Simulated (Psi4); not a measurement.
# GeH2 (SMILES [GeH2]): M06-2X/def2-TZVPPD

Aim: the energy change on altering one bond length of GeH2 at M06-2X/def2-TZVPPD, from 2 runs. 

The calculation is run with Psi4 1.11.

### Step 1. The system as given

GeH2: 3 atoms, total charge 0, spin state singlet. SMILES: `[GeH2]`. Geometry: relaxed at PBE0-D4/def2-TZVP.

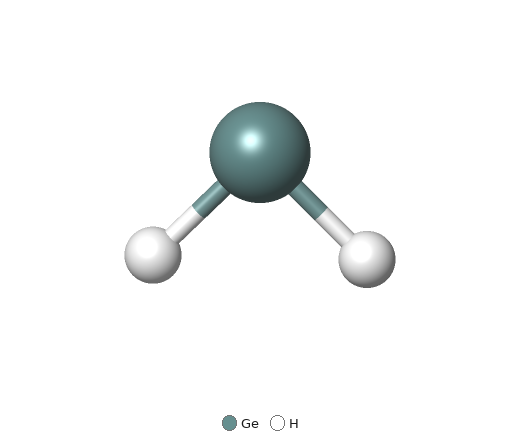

Viewed from a chosen angle; germanium teal, hydrogen white.

### Step 2. The energy at M06-2X/def2-TZVPPD

Input file calc.py:

```python
import psi4

psi4.set_memory('2200 MB')
psi4.set_num_threads(1)
psi4.set_output_file('geh2.out', False)

molecule = psi4.geometry("""
0 1
Ge    -0.570100     0.405100    -0.263700
H      0.783000     0.743600     0.509000
H     -0.212900    -1.148700    -0.245300
symmetry c1
""")

options = {'puream': True, 'e_convergence': 1e-09, 'd_convergence': 1e-08, 'scf_type': 'pk', 'dft_radial_points': 99, 'dft_spherical_points': 590}
psi4.set_options(options)

energy_value, wavefunction = psi4.energy("m06-2x/def2-TZVPPD", return_wfn=True)
psi4.oeprop(wavefunction, "QUADRUPOLE", "DIPOLE", "MAYER_INDICES")
print(f'total energy {energy_value:.8f} hartree = {energy_value * 27.211386:.5f} eV')
```

Run with:

```
$ python calc.py
```

geh2.out:

```text
[...]
  Running in c1 symmetry.
[...]
  Nuclear repulsion =   21.473702028079785
[...]
  Multiplicity = 1
[...]
  Nalpha       = 17
  Nbeta        = 17
[...]
    Number of basis functions: 88
[...]
   @RKS iter   1: -2076.74359119932342   -2.43793e+00   3.34885e-02 DIIS/ADIIS
[...]
   @RKS iter  10: -2078.14070391364976   -4.54747e-13   1.60776e-09 DIIS
[...]
    Orbital Energies [Eh]
    ---------------------
    Doubly Occupied:
       1A   -401.023508     2A    -50.533411     3A    -45.058779
       4A    -45.055669     5A    -45.055063     6A     -6.500009
       7A     -4.669267     8A     -4.658817     9A     -4.656106
      10A     -1.405759    11A     -1.402204    12A     -1.399568
      13A     -1.391687    14A     -1.389179    15A     -0.575330
      16A     -0.366312    17A     -0.288575
[...]
  @RKS Final Energy: -2078.14070391364976
   => Energetics <=
    Nuclear Repulsion Energy =             21.4737020280797850
    One-Electron Energy =               -2938.7831918483939262
    Two-Electron Energy =                 876.7675444127145283
    DFT Exchange-Correlation Energy =     -37.5987585060500891
    Empirical Dispersion Energy =           0.0000000000000000
    VV10 Nonlocal Energy =                  0.0000000000000000
    Total Energy =                      -2078.1407039136497588
[...]
 Multipole Moments:
 ------------------------------------------------------------------------------------
     Multipole            Electronic (a.u.)      Nuclear  (a.u.)        Total (a.u.)
 ------------------------------------------------------------------------------------
 L = 1.  Multiply by 2.5417464519 to convert [e a0] to [Debye]
 Dipole X            :         -1.9812556            1.9501117           -0.0311439
 Dipole Y            :          1.2865901           -1.2664574            0.0201327
 Dipole Z            :          0.0000000           -0.0000000            0.0000000
 Magnitude           :                                                    0.0370846
 L = 2.  Multiply by 1.3450342976 to convert [e a0^2] to [Debye ang]
 Quadrupole XX       :        -25.1821569            8.7786336          -16.4035233
 Quadrupole XY       :          0.3415249            0.2615070            0.6030319
[...]
```

On the terminal:

```text
total energy -2078.14070391 hartree = -56549.08886 eV
```

Run time: 15 s. Hardware: 1 thread of Intel Xeon Platinum 8259CL at 2.50GHz (Skylake/Cascade Lake), shared host; peak memory 1.3 GiB.

### Step 3. The distorted shape at the same level

Input file job.inp:

```
memory 2200 MB

molecule {
  0 1
  Ge
  H 1 R2
  H 1 R3 2 A3

  R2 = 1.59453
  R3 = 1.8336
  A3 = 90.64041
  symmetry c1
  no_reorient
  no_com
}

set {
  puream               true
  e_convergence        1e-09
  d_convergence        1e-08
  scf_type             pk
  dft_radial_points    99
  dft_spherical_points 590
}

E, wfn = energy("m06-2x/def2-TZVPPD", return_wfn=True)
oeprop(wfn, "LOWDIN_CHARGES", "MAYER_INDICES", "WIBERG_LOWDIN_INDICES", title="M06-2X")
```

Run with:

```
$ psi4 -i job.inp -o job.out -n 1
```

job.out:

```text
[...]
  Running in c1 symmetry.
[...]
  Nuclear repulsion =   20.071633523414548
[...]
  Multiplicity = 1
[...]
  Nalpha       = 17
  Nbeta        = 17
[...]
    Number of basis functions: 88
[...]
   @RKS iter   1: -2076.70207648540554   -2.49867e+00   3.35503e-02 DIIS/ADIIS
[...]
   @RKS iter  11: -2078.13007079565978   -1.36424e-12   1.17358e-09 DIIS
[...]
    Orbital Energies [Eh]
    ---------------------
    Doubly Occupied:
       1A   -401.035968     2A    -50.544954     3A    -45.070200
       4A    -45.067444     5A    -45.066658     6A     -6.510845
       7A     -4.679559     8A     -4.669687     9A     -4.666863
      10A     -1.415807    11A     -1.412805    12A     -1.409925
      13A     -1.402035    14A     -1.400276    15A     -0.563134
      16A     -0.352388    17A     -0.291519
[...]
  @RKS Final Energy: -2078.13007079565978
   => Energetics <=
    Nuclear Repulsion Energy =             20.0716335234145475
    One-Electron Energy =               -2935.7110583442708958
    Two-Electron Energy =                 875.0889148548039884
    DFT Exchange-Correlation Energy =     -37.5795608296075514
    Empirical Dispersion Energy =           0.0000000000000000
    VV10 Nonlocal Energy =                  0.0000000000000000
    Total Energy =                      -2078.1300707956597762
[...]
 Multipole Moments:
 ------------------------------------------------------------------------------------
     Multipole            Electronic (a.u.)      Nuclear  (a.u.)        Total (a.u.)
 ------------------------------------------------------------------------------------
 L = 1.  Multiply by 2.5417464519 to convert [e a0] to [Debye]
 Dipole X            :          2.2061520           -1.9013212            0.3048308
 Dipole Y            :          1.6397743           -1.6322723            0.0075020
 Dipole Z            :         -0.0000000            0.0000000           -0.0000000
 Magnitude           :                                                    0.3049231
[...]
```

It took 17 s on 1 thread of Intel Xeon Platinum 8259CL at 2.50GHz (Skylake/Cascade Lake), shared host; peak memory 1.3 GiB.

### Step 4. Results

At M06-2X/def2-TZVPPD:

```
                                                          quantity           value
                                         first shape: total energy  -2078.14070 Eh
                                        first shape: dipole moment          0.09 D
                                          first shape: HOMO energy        -7.85 eV
                                          first shape: LUMO energy        -2.14 eV
                                        first shape: HOMO–LUMO gap         5.72 eV
                                     distorted shape: total energy  -2078.13007 Eh
                                    distorted shape: dipole moment          0.78 D
                                      distorted shape: HOMO energy        -7.93 eV
                                      distorted shape: LUMO energy        -2.23 eV
                                    distorted shape: HOMO–LUMO gap         5.70 eV
energy change with the Ge1–H3 bond stretched from 1.594 to 1.834 Å        0.289 eV
```

**Reading.** With the Ge1–H3 bond stretched from 1.594 to 1.834 Å the energy rises by 0.29 eV (27.9 kJ/mol). The first shape isn't relaxed at this level, so the change isn't measured from a minimum.
